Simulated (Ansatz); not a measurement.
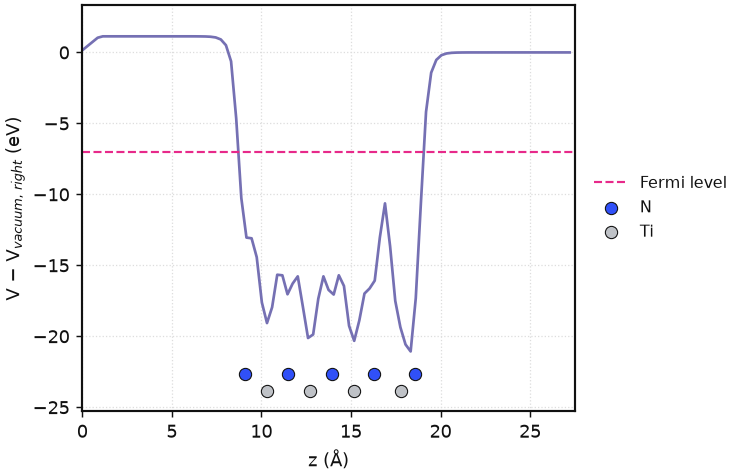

Plane-averaged electrostatic potential energy of an electron across the slab; circles at the bottom mark the heights of the atoms (positions after relaxation).

System: a (111) slab cut from TiN (Fm-3m), of composition Ti4N5 (not the bulk's), ended by Ti above and N below, 9 atoms in the cell.

Method: DFT PBEsol, scalar-relativistic, plane waves, PAW, no spin polarisation, 12×12×1 k mesh, Gaussian smearing of 0.1 eV (Ansatz 0.2.0).

Read off the work function of each face.

Answer. The work function is 7.02 eV at the right face and 8.15 eV at the left.

Do the two faces differ, and what does that say about the slab's dipole?

Answer. The vacuum level is 1.13 eV higher at the left than at the right, so the slab carries a dipole along its normal; the ramp in the vacuum, at or near the edge of the plot, is the dipole correction that keeps each side flat. Some atoms were held fixed in the relaxation, which can itself make the faces differ.

How thick are slab and vacuum?

Answer. The outermost atoms are 9.5 Å apart, which leaves 18.0 Å of vacuum in a cell 27.5 Å high.

The electron count is odd and the run has no spin polarisation, so a magnetic state may lie lower.
